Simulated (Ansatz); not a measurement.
# Si₄ (quintet): what the fields show

The calculation's input:

```
crystal:
  periodic: [false, false, false]
  atoms:
    - {symbol: Si, position_ang: [0.733973, 1.707649, -0.257650]}
    - {symbol: Si, position_ang: [-0.830395, 0.445517, 0.857518]}
    - {symbol: Si, position_ang: [-0.974204, -1.591539, -0.197730]}
    - {symbol: Si, position_ang: [1.070625, -0.561627, -0.402139]}
basis:
  gaussian: {orbitals: def2-TZVP, initial_orbitals: start.molden}
magnetization: {spin_polarized: true, initial_magnetization: 4}
hamiltonian: {xc: pbe0, dispersion: d4}
scf: {omitted_lower_state_checks: [starts]}
output: {orbitals: {seedname: orbitals}}
```

Command:

```sh
ansatz run in.yaml --threads 2 --pin off --events-out ev --progress --plain --max-ram 4352MiB
```

Geometry: r2SCAN-D4/def2-TZVP.

These are results of UKS PBE0-D4/def2-TZVP in Ansatz 0.2.0, not measurements.

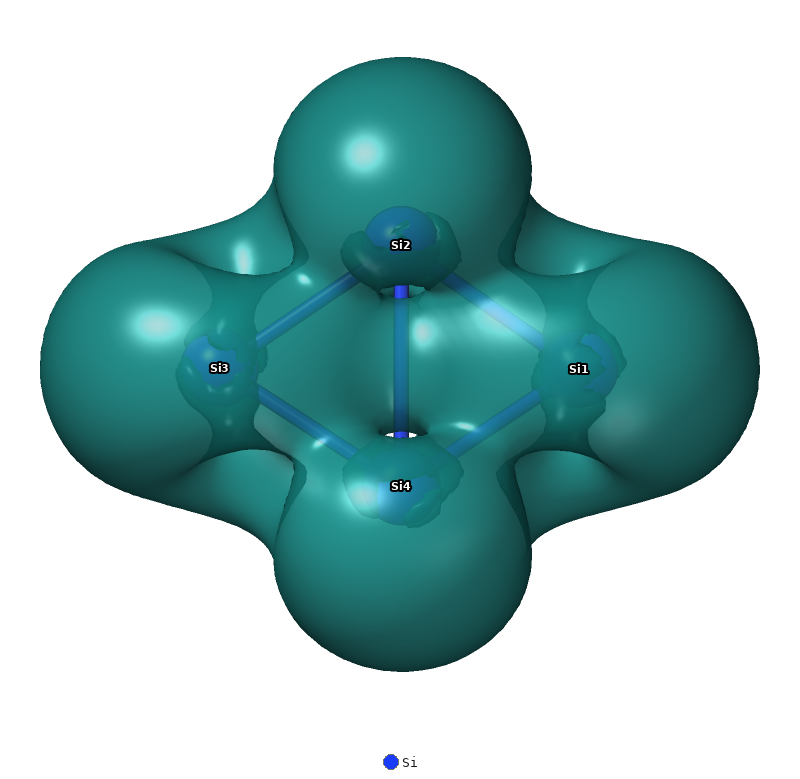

Figure 1. Isosurfaces of the spin density at +0.015 (teal) and −0.015 e/Å³ (pink), seen across its widest extent.

Which atoms carry the spin?

Answer. The unpaired spin (4 electrons) lies mostly on Si1 (about 1.0), Si3 (about 1.0), Si2 (about 1.0) and Si4 (about 1.0), in electrons by Hirshfeld's partition. Only one sign reaches the isovalue.

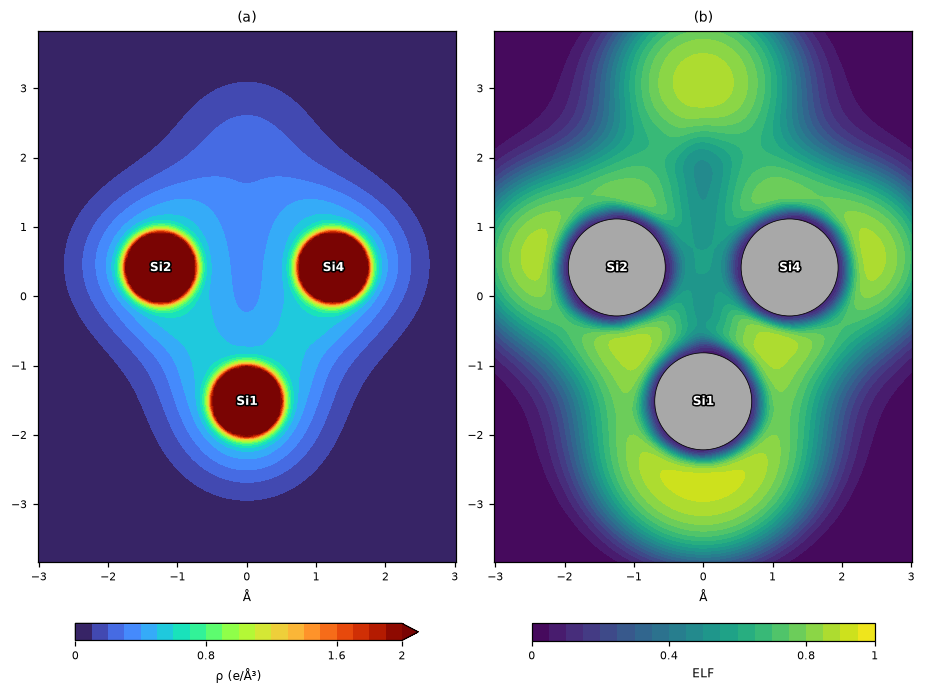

Figure 2. (a) electron density; (b) electron localisation function on the plane of atoms Si1, Si2 and Si4. Grey discs cover the atomic cores in the ELF map.

Read the bonding off the picture.

Answer.
- The section cuts through Si sites.
- Si–Si (2.30 Å): ρ is about 0.54 e/Å³ halfway; the ELF peaks at about 0.80 between the atoms: localised, covalent bonding.
- Si–Si (2.49 Å): the density is about 0.38 e/Å³ at the midpoint; the ELF reaches about 0.55 near the midpoint.
- The ELF also peaks beside Si1, Si2 and Si4, away from the bonds: non-bonding electrons, paired or unpaired.

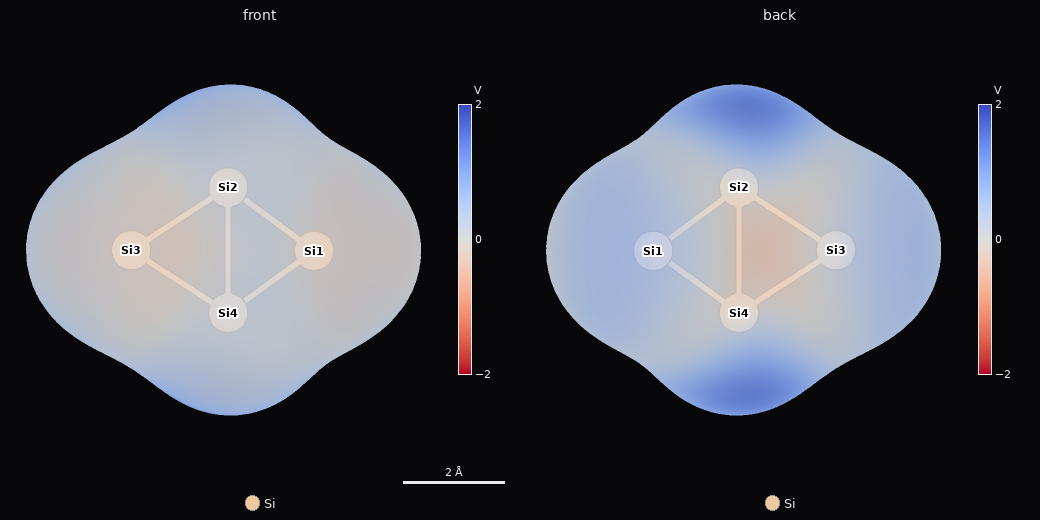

Figure 3. The electrostatic potential painted on the density surface at 0.002 e/bohr³, seen from the front and from behind; the colour scale runs from red (negative) to blue (positive).

Describe the electrostatic potential map.

Answer. The most negative region (about −0.3 V, or −7 kcal/mol for a unit charge) lies over Si1 and Si3, the most positive (about +1.5 V, or +35 kcal/mol for a unit charge) over Si2 and Si4.

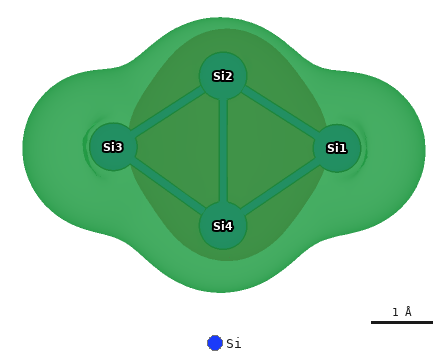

Figure 4. The HOMO (β) at ±0.08 Å⁻³ᐟ² (green and red are the two phases), seen across its widest extent.

Describe this orbital and give its energy.

Answer. By Hirshfeld shares it lies mainly on Si2 (about 25 %), Si4 (about 25 %), Si1 (about 25 %) and Si3 (about 25 %). Its energy is −6.78 eV.
